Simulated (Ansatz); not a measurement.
# Decaying states in the gap of WSe2F2, part 2 of 3

Aim: relax a made-up compound, WSe2F2, and see how good a tunnel barrier it would be. It is built by putting Se for O in the WO2F2 structure of space group Cmcm, with the volume rescaled by atomic radii. The parent structure comes from the Materials Project.

Ansatz 0.2.0; r2SCAN DFT, plane waves, PAW files (the session's first sound run).

So far. Step 2 (Cell and atoms at rest): The largest force component on a free atom ends at 0.0066 eV/Å.

The structure was built from a prototype and need not be the compound's stable phase.

## (3) Band edges

The energy window and the wavevectors of the next steps follow from the band edges, so these are searched first, off the mesh as well.

input.yaml reads:

```yaml
crystal:
  lattice:
    - [3.7407350609, -4.5217152143, 0.0]
    - [3.7407350609, 4.5217152143, 0.0]
    - [0.0, 0.0, 8.1535464003]
  atoms:
    - { symbol: W, position: [0.6547941643, 0.3452058357, 0.25] }
    - { symbol: W, position: [0.3452058357, 0.6547941643, 0.75] }
    - { symbol: Se, position: [0.7331183322, 0.7524055594, 0.75] }
    - { symbol: Se, position: [0.7524055594, 0.7331183322, 0.25] }
    - { symbol: Se, position: [0.2475944406, 0.2668816678, 0.75] }
    - { symbol: Se, position: [0.2668816678, 0.2475944406, 0.25] }
    - { symbol: F, position: [0.7558450653, 0.2441549347, 0.0540252488] }
    - { symbol: F, position: [0.7558450653, 0.2441549347, 0.4459747512] }
    - { symbol: F, position: [0.2441549347, 0.7558450653, 0.5540252488] }
    - { symbol: F, position: [0.2441549347, 0.7558450653, 0.9459747512] }
kpoints:
  mp_grid: { grid: [6, 6, 4] }
  band_path: { path: [VBM, CBM], npoints: 30 }
scf:
  occupations: { method: fixed }
hamiltonian:
  xc: r2scan
output:
  eigenvalues: true
  write_potential: true
  write_density: true
  volumetric_format: npy
  elf: true
```

The run is started by

```sh
ansatz run input.yaml --threads 2 --pin off --max-ram 4096MiB --backend cpu --events-out ev --progress --plain --runs-dir out
```

Numbers of over 12 decimals in the logs are rounded to 6 here.

What it wrote:

```text
[...]
Crystal: 10 atoms, lattice volume = 275.827 Å³
Basis set: ecut = 500 eV, 7025 PW (Γ), exchange–correlation on 180×180×240 points (64 copies of the dense FFT grid, shifted against one another)
Bands: 72, of which v1, the nominal top of the filled ones, is band 60 counted from 1 (59 counted from 0)
Symmetry: 8 space group operations
[...]
k-points: 39 of 144
[...]
SCF iter   1: F=—  HF=-45947.936136 eV  |F-HF|=—  |Δ(HF+E_count)|=         —  Δρ=7.87e-3  dr2=2.36e-1  dr2_τ=3.07e-1  ethr=1.77e-3  ⟨swp⟩=4.9  Hψ=8662  notcnv=0  defer=349
[...]
SCF iter   9: F=-45947.975742 eV  HF=-45947.975742 eV  |F-HF|=2.28e-8  |Δ(HF+E_count)|=   1.79e-7  Δρ=2.82e-6  dr2=3.13e-8  dr2_τ=1.20e-9  ethr=8.33e-11  ⟨swp⟩=10.3  Hψ=9943  notcnv=0
SCF 1 converged in 9 iterations: F = -45947.975742 eV  dr2 = 3.13e-8
[...]
NSCF: frozen V_eff on 52 k-points
[...]
SCF converged after 9 iterations
Free energy (F): -45947.975742 eV
[...]
Internal energy: -45947.975742 eV  (E = F + TS)
E sigma→0 (E₀):  -45947.975742 eV
Fermi energy:    3.119577 eV
[...]
--- Band table (eV; the first three rows and the last of 39) ---
  k-point 0: bands = [... 56 lower, 2.0410, 2.1844, 2.2967, 2.3381, 5.0878, 5.2316, 5.3053, 5.7715, ... 8 higher]
  k-point 1: bands = [... 56 lower, 1.9005, 1.9713, 2.3022, 2.3302, 5.1103, 5.2145, 5.3493, 5.6673, ... 8 higher]
  k-point 2: bands = [... 56 lower, 1.5747, 1.5747, 2.3144, 2.3144, 5.1644, 5.1644, 5.4806, 5.4806, ... 8 higher]
  k-point 38: bands = [... 56 lower, 1.7169, 1.7169, 3.0567, 3.0567, 4.7804, 4.7804, 5.3435, 5.3435, ... 8 higher]
```

Wall time 1.8 min (2 threads of Arm Neoverse V2, shared host); peak memory 1.6 GiB.

Reading the cycles: dr2 is the Hartree energy of the density residual (eV), the measure of convergence; HF is the Harris–Foulkes estimate of the energy, which meets the free energy F at convergence.

This step gave:

```
free energy         : -45947.9757 eV
Fermi energy        : 3.120 eV
gap on the k-mesh   : 1.598 eV
gap on path         : 1.598 eV, by band count; negative where bands overlap
direct gap on path  : 1.598 eV
edge places on path : 0, 0 1/A along the path
```

Levels at VBM (eV): -7.18, -7.16, -6.92, -6.89, -6.29, -6.16, -6.15, -6.02, -5.89, -5.69, -5.56, -5.41, -3.77, -3.64, -2.85, -2.75, -2.73, -2.48, -1.94, -1.69, -1.11, -0.73, -0.13, 0.00, 1.60, 1.71, 1.97, 2.63, 3.08, 3.48, 3.88, 3.89, 3.93, 4.02, 6.70, 7.39.

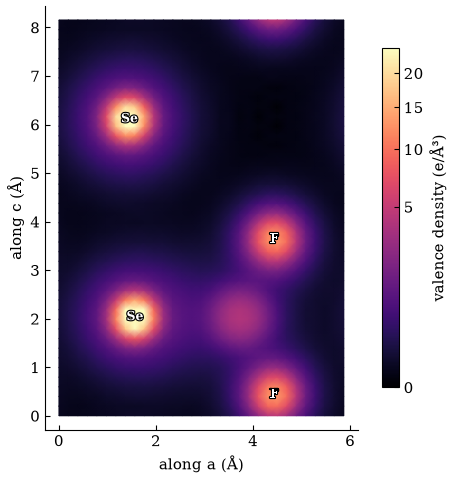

Valence density in the ac plane of the cell as run, not the conventional one, at fractional y = 0.244, with atoms of Se and F within 0.2 Å of it. It is the smooth field of the valence electrons, not physical close to the nuclei. The colour scale is stretched toward low values.

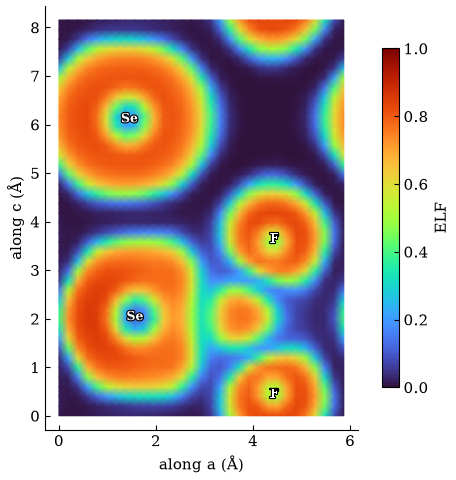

ELF in the ac plane of the cell as run, not the conventional one, at fractional y = 0.244, with atoms of Se and F within 0.2 Å of it. It is the smooth field of the valence electrons, not physical close to the nuclei.

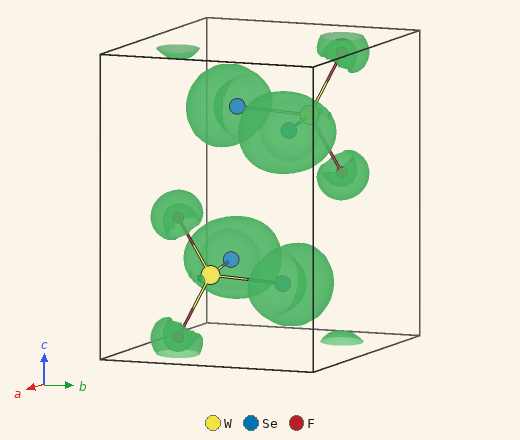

Surface of ELF = 0.79. Drawn on the cell as run, not the conventional one.

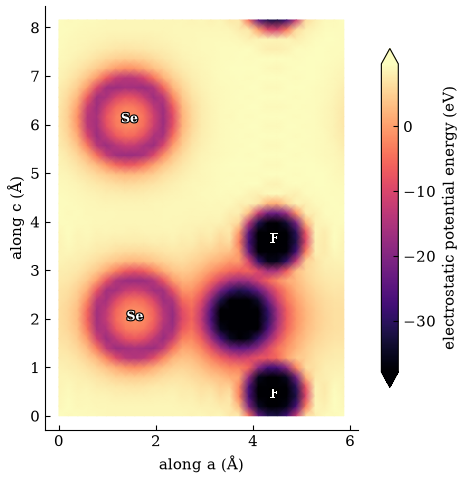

Electrostatic potential energy in the ac plane of the cell as run, not the conventional one, at fractional y = 0.244, with atoms of Se and F within 0.2 Å of it. With pseudopotentials it is smooth inside the atoms' cores, unlike the true potential.

The searched edges give 1.60 eV, as on the mesh.

## (4) Complex bands

This step: r2SCAN DFT, plane waves, PAW files; complex bands by layer matching along the plane's normal (Ansatz 0.2.0).

The same crystal is laid in a cell whose first two vectors span the (001) plane (indices of the standard conventional cell, whose axes can be ordered otherwise than in the bulk input). At fixed energy and wavevector in the plane the solver finds all kz, real and complex. A few wavevectors are listed, (0, 0), (-0.5, -0.5) and (0.5, 0) in units of the plane's reciprocal vectors; the slowest state needn't be among them.

Edit input.yaml of step 3 so:

```diff
@@ -2,5 +2,5 @@
   lattice:
-    - [3.7407350609, -4.5217152143, 0.0]
-    - [3.7407350609, 4.5217152143, 0.0]
-    - [0.0, 0.0, 8.1535464003]
+    - [5.86847572, 0.0, 0.0]
+    - [-1.099571676, 5.764542428, 0.0]
+    - [0.0, 0.0, 8.1535464]
   atoms:
@@ -17,4 +17,3 @@
 kpoints:
-  mp_grid: { grid: [6, 6, 4] }
-  band_path: { path: [VBM, CBM], npoints: 30 }
+  mp_grid: { grid: [4, 4, 4] }
 scf:
@@ -25,5 +24,6 @@
   eigenvalues: true
-  write_potential: true
-  write_density: true
-  volumetric_format: npy
-  elf: true
+  transmission:
+    leads: [[0, 0]]
+    kpoints: [[0.0, 0.0], [-0.5, -0.5], [0.5, 0.0]]
+    e_range: [-1.0, 2.6]
+    de: 0.07
```

What it wrote:

```text
[...]
Crystal: 10 atoms, lattice volume = 275.827 Å³
Basis set: ecut = 500 eV, 7025 PW (Γ), exchange–correlation on 180×180×240 points (64 copies of the dense FFT grid, shifted against one another)
Bands: 72, of which v1, the nominal top of the filled ones, is band 60 counted from 1 (59 counted from 0)
Symmetry: 8 space group operations
[...]
k-points: 21 of 64
[...]
SCF iter   1: F=—  HF=-45947.935965 eV  |F-HF|=—  |Δ(HF+E_count)|=         —  Δρ=7.87e-3  dr2=2.36e-1  dr2_τ=3.07e-1  ethr=1.77e-3  ⟨swp⟩=5.0  Hψ=4667  notcnv=0  defer=187
[...]
SCF iter   9: F=-45947.975566 eV  HF=-45947.975566 eV  |F-HF|=2.28e-8  |Δ(HF+E_count)|=   1.78e-7  Δρ=2.81e-6  dr2=3.12e-8  dr2_τ=1.20e-9  ethr=8.33e-11  ⟨swp⟩=10.3  Hψ=5339  notcnv=0
SCF 1 converged in 9 iterations: F = -45947.975566 eV  dr2 = 3.12e-8
[...]
transmission: 14 of 42 steps passed
transmission: 28 of 42 steps passed
transmission: 42 of 42 steps passed
SCF converged after 9 iterations
Free energy (F): -45947.975566 eV
[...]
Internal energy: -45947.975566 eV  (E = F + TS)
E sigma→0 (E₀):  -45947.975566 eV
Fermi energy:    3.119693 eV
[...]
--- Band table (eV; the first three rows and the last of 21) ---
  k-point 0: bands = [... 56 lower, 2.0410, 2.1844, 2.2968, 2.3382, 5.0877, 5.2315, 5.3053, 5.7715, ... 8 higher]
  k-point 1: bands = [... 56 lower, 1.9005, 1.9714, 2.3023, 2.3303, 5.1103, 5.2145, 5.3493, 5.6673, ... 8 higher]
  k-point 2: bands = [... 56 lower, 1.5748, 1.5748, 2.3145, 2.3145, 5.1644, 5.1644, 5.4806, 5.4806, ... 8 higher]
  k-point 20: bands = [... 56 lower, 1.7169, 1.7169, 3.0568, 3.0568, 4.7804, 4.7804, 5.3435, 5.3435, ... 8 higher]
--- Transmission ---
  basis      : 349 plane waves across, 14 finite elements along
  points     : 3, as listed
  energies   : 52 from -1.000000 to 2.570000 eV about the Fermi level, 0.070000 eV apart; the leads are filled to 0.799190 eV, and channels, transmission and decay are at 0.820000 eV
  crystal 0  : W2Se4F4, at the sites [0, 0], period 8.1535 Å: whole cells are its period
    offset         : up to 0.0000 Å between an atom of the period and one for which it stands
    channels       : 0.000000e0 a spin
    conductance    : none, the energies end too early or step too widely for 300 K: set another output.transmission.e_range or a lower de, or, where they end at an eighth of basis.ecutwfc, a higher one
    slowest decay  : 0.3744 /Å at (0.0000, 0.0000)
```

Elapsed: 4.1 min, on 2 threads; peak memory 1.9 GiB.

Numbers from this step:

* free energy: -45947.9756 eV
* level to which the leads are filled: 0.7992 eV from the Fermi level
* decay constant at the filling level, zone centre: 0.3744 Å⁻¹
* decay constant at the filling level, slowest listed point: 0.3744 Å⁻¹

K parallel (0, 0); values up to 1.5 1/Å, a degenerate pair printed once or twice; energies at which all values exceed this have no row. Table of Im kz of the slowest decaying states by energy, zero at the highest filled level on the SCF mesh:

| energy (eV) | decay 1 (Å⁻¹) | decay 2 (Å⁻¹) | decay 3 (Å⁻¹) | decay 4 (Å⁻¹) |
| --- | --- | --- | --- | --- |
| -1.000 | 0.136 | 0.605 | 0.711 | 0.875 |
| -0.510 | 0.237 | 0.352 | 0.619 | 0.684 |
| -0.020 | 0.316 | 0.452 | 0.702 | 0.765 |
| 0.470 | 0.358 | 0.534 | 0.679 | 0.790 |
| 1.030 | 0.380 | 0.636 | 0.650 | 0.773 |
| 1.520 | 0.382 | 0.585 | 0.631 | 0.766 |
| 2.010 | 0.346 | 0.393 | 0.495 | 0.831 |
| 2.500 | 0.355 | 0.436 | 0.786 | 0.849 |

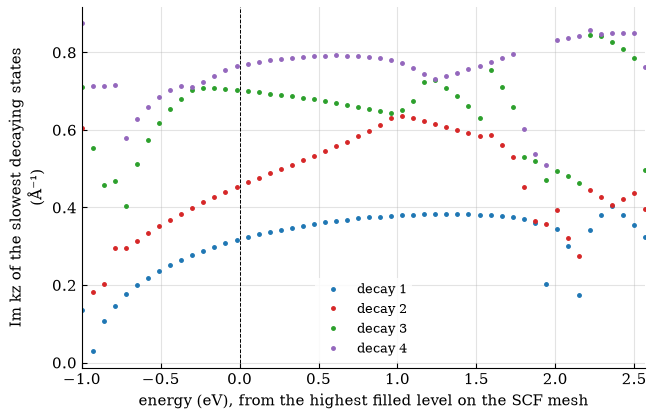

Im kz of the slowest decaying states, plotted against energy.

K parallel (-0.5, -0.5); values up to 1.5 1/Å, a degenerate pair printed once or twice; energies at which all values exceed this have no row. Table of Im kz of the slowest decaying states by energy, zero at the highest filled level on the SCF mesh:

```
energy (eV)  decay 1 (Å⁻¹)  decay 2 (Å⁻¹)  decay 3 (Å⁻¹)  decay 4 (Å⁻¹)
     -1.000          0.201          0.736          0.836          0.943
     -0.510          0.175          0.420          0.713          0.886
     -0.020          0.290          0.451          0.772          0.840
      0.470          0.348          0.559          0.769          0.787
      1.030          0.387          0.644          0.691          0.720
      1.520          0.346          0.405          0.513          0.709
      2.010          0.419          0.628          0.784          0.921
      2.500          0.420          0.581          0.835          0.958
```

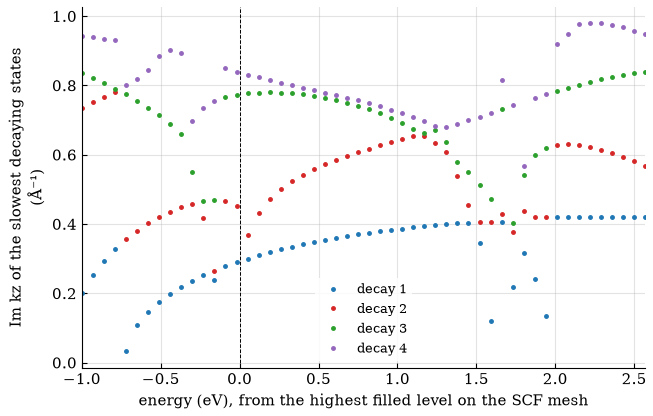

Im kz of the slowest decaying states against energy.

K parallel (0.5, 0); values up to 1.5 1/Å, a degenerate pair printed once or twice; energies at which all values exceed this have no row. Table of Im kz of the slowest decaying states by energy, zero at the highest filled level on the SCF mesh:

| energy (eV) | decay 1 (Å⁻¹) | decay 2 (Å⁻¹) | decay 3 (Å⁻¹) | decay 4 (Å⁻¹) |
| --- | --- | --- | --- | --- |
| -1.000 | 0.181 | 0.666 | 0.702 | 0.756 |
| -0.510 | 0.198 | 0.390 | 0.430 | 0.715 |
| -0.020 | 0.306 | 0.494 | 0.629 | 0.737 |
| 0.470 | 0.361 | 0.602 | 0.688 | 0.737 |
| 1.030 | 0.397 | 0.719 | 0.765 | 0.859 |
| 1.520 | 0.424 | 0.506 | 0.648 | 0.808 |
| 2.010 | 0.289 | 0.388 | 0.601 | 0.798 |
| 2.500 | 0.451 | 0.514 | 0.691 | 0.867 |

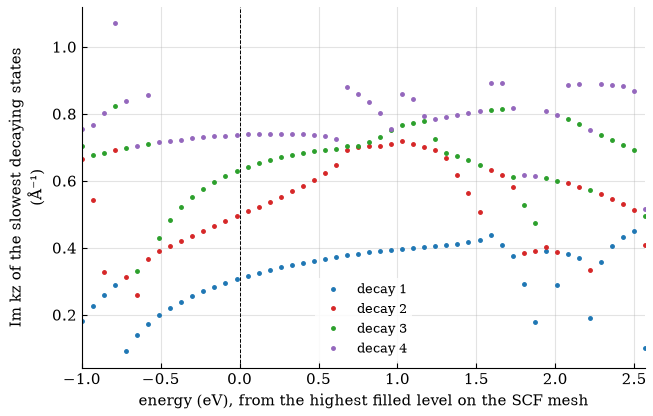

Im kz of the slowest decaying states against energy.

At the listed wavevectors the last open channel is at -0.02 eV and the next at +1.66 eV on the grid. At +0.82 eV, the grid energy nearest the filling level (the middle of the gap on the SCF mesh), the slowest state at the listed wavevectors decays with κ = 0.374 Å⁻¹, its amplitude falling by e over 2.7 Å. Through 1 nm of this crystal that state's transmission falls by exp(−2 × 0.374 Å⁻¹ × 10 Å) = 5.6e-4.

## (5) Band edges at another level, cutoff 420 eV

This step: PBE DFT, plane waves, PAW files (Ansatz 0.2.0).

The edges again with PBE, at the same atoms. Against that run the cutoff is 420 eV against 500.

Edit input.yaml of step 4 so:

```diff
@@ -2,5 +2,5 @@
   lattice:
-    - [5.86847572, 0.0, 0.0]
-    - [-1.099571676, 5.764542428, 0.0]
-    - [0.0, 0.0, 8.1535464]
+    - [3.7407350609, -4.5217152143, 0.0]
+    - [3.7407350609, 4.5217152143, 0.0]
+    - [0.0, 0.0, 8.1535464003]
   atoms:
@@ -17,3 +17,4 @@
 kpoints:
-  mp_grid: { grid: [4, 4, 4] }
+  mp_grid: { grid: [6, 6, 4] }
+  band_path: { path: [VBM, CBM], npoints: 30 }
 scf:
@@ -21,9 +22,4 @@
 hamiltonian:
-  xc: r2scan
+  xc: pbe
 output:
   eigenvalues: true
-  transmission:
-    leads: [[0, 0]]
-    kpoints: [[0.0, 0.0], [-0.5, -0.5], [0.5, 0.0]]
-    e_range: [-1.0, 2.6]
-    de: 0.07
```

What it wrote:

```text
[...]
Crystal: 10 atoms, lattice volume = 275.827 Å³
Basis set: ecut = 420 eV, 5385 PW (Γ)
Bands: 72, of which v1, the nominal top of the filled ones, is band 60 counted from 1 (59 counted from 0)
Symmetry: 8 space group operations
[...]
k-points: 39 of 144
[...]
SCF iter   1: F=—  HF=-45880.683887 eV  |F-HF|=—  |Δ(HF+E_count)|=         —  Δρ=4.11e-3  dr2=4.24e-2  ethr=1.77e-3  ⟨swp⟩=4.2  Hψ=8610  notcnv=0  defer=315
[...]
SCF iter   9: F=-45880.687296 eV  HF=-45880.687296 eV  |F-HF|=5.63e-8  |Δ(HF+E_count)|=   4.24e-7  Δρ=3.87e-6  dr2=5.90e-8  ethr=8.33e-11  ⟨swp⟩=7.7  Hψ=11515  notcnv=0
SCF 1 converged in 9 iterations: F = -45880.687296 eV  dr2 = 5.90e-8
[...]
SCF converged after 9 iterations
Free energy (F): -45880.687296 eV
[...]
Internal energy: -45880.687296 eV  (E = F + TS)
E sigma→0 (E₀):  -45880.687296 eV
Fermi energy:    3.455595 eV
[...]
--- Band table (eV; the first three rows and the last of 39) ---
  k-point 0: bands = [... 56 lower, 2.4051, 2.5346, 2.6437, 2.6920, 5.2217, 5.3646, 5.4469, 5.9059, ... 8 higher]
  k-point 1: bands = [... 56 lower, 2.2677, 2.3240, 2.6505, 2.6831, 5.2444, 5.3482, 5.4895, 5.8018, ... 8 higher]
  k-point 2: bands = [... 56 lower, 1.9509, 1.9509, 2.6649, 2.6649, 5.2986, 5.2986, 5.6176, 5.6176, ... 8 higher]
  k-point 38: bands = [... 56 lower, 2.0991, 2.0991, 3.3934, 3.3934, 4.9266, 4.9266, 5.4772, 5.4772, ... 8 higher]
```

Run time: 61 s. Hardware: 2 threads; peak memory 0.86 GiB.

This step gave:

| Property | Result |
| --- | --- |
| free energy | -45880.6873 eV |
| Fermi energy | 3.456 eV |
| gap on the k-mesh | 1.409 eV |
| gap on path | 1.409 eV, by band count; negative where bands overlap |
| direct gap on path | 1.409 eV |

Levels at VBM (eV): -6.95, -6.93, -6.67, -6.64, -6.05, -5.94, -5.94, -5.78, -5.65, -5.44, -5.33, -5.17, -3.66, -3.52, -2.77, -2.61, -2.58, -2.40, -1.88, -1.63, -1.08, -0.71, -0.13, 0.00, 1.41, 1.52, 1.77, 2.43, 2.80, 3.19, 3.56, 3.62, 3.65, 3.69, 6.18, 6.79.

The searched edges give 1.41 eV, as on the mesh.

Between step 3 and this run (PBE and cutoff 420 eV) the value for the gap on the k-mesh moves from 1.60 eV to 1.41 eV.

(Part 2 of 3 ends here.)

[Logs are printed without paths, hosts, clocks, repeated set-up lines and the standing remarks that a program may print on its own settings, such as how far it seeks lower states.]

[Hosts, paths, dates, database ids (printed as entryN), source tags and the programs' standing remarks are cut or masked in the printed files.]
